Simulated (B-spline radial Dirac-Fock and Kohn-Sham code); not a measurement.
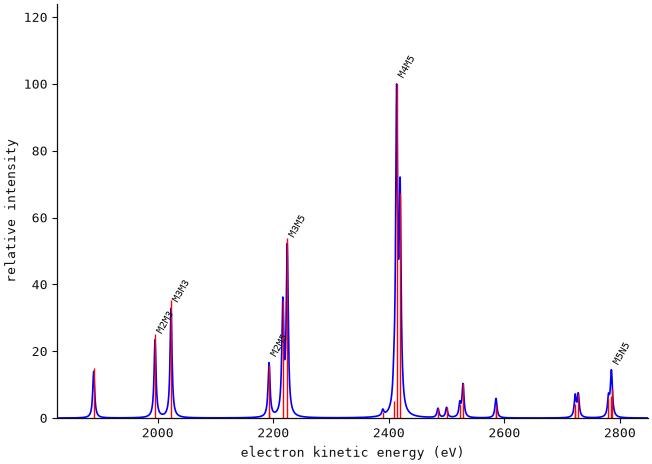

Auger groups that fill an L3 (2p3/2) hole, broadened by 4.0 eV full width. Kinetic energies count from the vacuum level; very weak lines are left out. Species: Pd⁴⁺ in the configuration [Kr] 4d6, inside a Watson sphere of charge −4 and radius 2 Å that stands in for a crystal. Computed with a B-spline radial code: independent-particle Coulomb rates on relativistic LDA orbitals, configuration-average energies from Dirac–Fock.

How wide is the L3 level from this decay?

The non-radiative width is 1.95 eV.

Which group is strongest?

L3-M4M5 at 2.413 keV, 23 % of the non-radiative width.
